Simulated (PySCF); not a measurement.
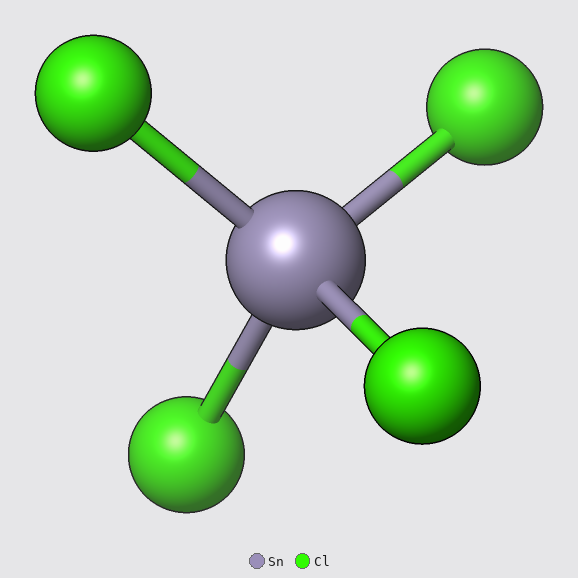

The computed structure is the end point of a PBE0-D3(BJ)/def2-SVP optimisation. No frequency run is at hand to confirm it as a minimum.

Give the structural formula.

SMILES: [Cl][Sn]([Cl])([Cl])[Cl]

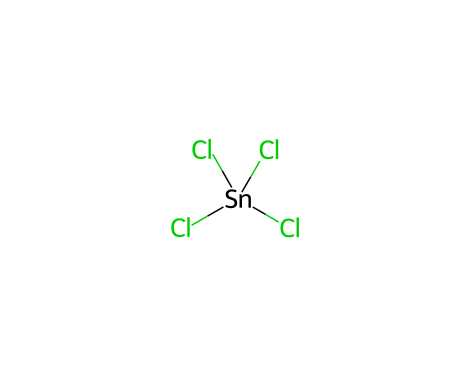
